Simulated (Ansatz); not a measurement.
# NbBS$_{4}$: what the fields show

```
Nb B S
1.0
     7.13027    0.00000    0.00000
     0.00000    0.00000   -7.13027
     0.00000    7.13027    0.00000
Nb B S
4 4 16
Direct
  0.25000 0.75000 0.25000
  0.75000 0.75000 0.75000
  0.75000 0.25000 0.25000
  0.25000 0.25000 0.75000
  0.50000 0.50000 0.00000
  0.00000 0.50000 0.50000
  0.00000 0.00000 0.00000
  0.50000 0.00000 0.50000
  0.62366 0.87634 0.12366
  0.12366 0.87634 0.62366
  0.12366 0.37634 0.12366
  0.62366 0.37634 0.62366
  0.87634 0.87634 0.37634
  0.37634 0.87634 0.87634
  0.37634 0.37634 0.37634
  0.87634 0.37634 0.87634
  0.87634 0.62366 0.12366
  0.37634 0.62366 0.62366
  0.37634 0.12366 0.12366
  0.87634 0.12366 0.62366
  0.62366 0.62366 0.37634
  0.12366 0.62366 0.87634
  0.12366 0.12366 0.37634
  0.62366 0.12366 0.87634
```

Space group F-43m; a structure from a database of computed crystals, not necessarily the ambient phase; started from the NdInCu4-216 prototype, which need not be the ambient phase.

All numbers below come from DFT, r2SCAN+rVV10, plane waves, PAW (Ansatz 0.2.0).

The density is the valence pseudo-density of a PAW calculation; it isn't the true density close to the nuclei.

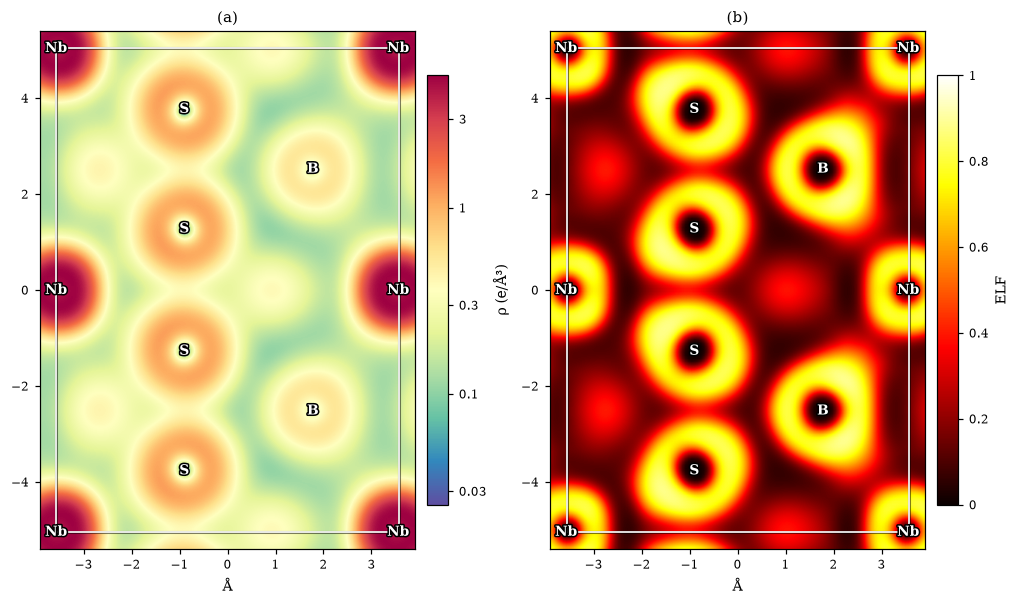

Figure 1. (a) valence charge density (pseudo); (b) electron localisation function on the (011) plane of the conventional cell.

Q: What does the map show?

A: The section cuts through Nb, B and S sites. Nb–S (2.95 Å): the density is about 0.2 e/Å³ at the midpoint; the ELF peaks at about 0.90 in the valence shell of S, 0.8 Å from its nucleus, and drops to about 0.10 between the two atoms. Nb–B (3.09 Å): ρ is about 0.17 e/Å³ halfway; the ELF is about 0.40 at the midpoint and 0.30 at its lowest between the atoms: no shared electron pair shows on this line. Between the atoms the lowest density in this plane is 0.1 e/Å³. The features right at Nb lie inside the PAW spheres, where the map follows smoothed inner orbitals and isn't to be read closely.

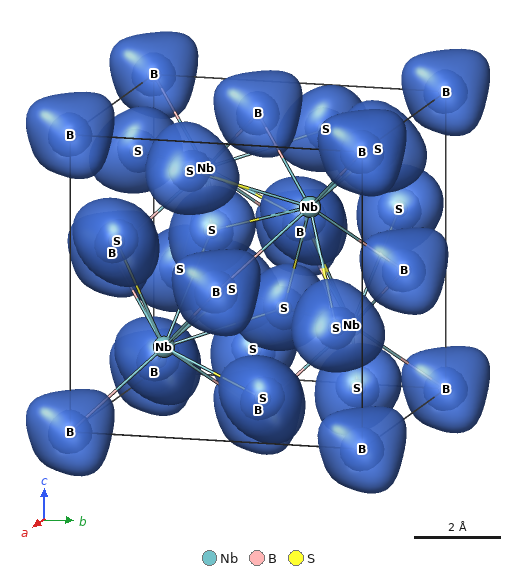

Figure 2. Isosurface of the ELF at 0.65 (blue), seen slightly off an axis. Only the valence region is drawn (cores and ρ < 0.01 e/Å³ removed). Sticks mark near contacts.

Q: Identify the bonds, lone pairs and shells in this picture.

A: The ELF exceeds this value in four regions wrapped around B (the valence shell of each) and 16 regions wrapped around S (the valence shell of each), counted in one cell of 24 atoms. Any copies at cell faces, edges or corners count once.
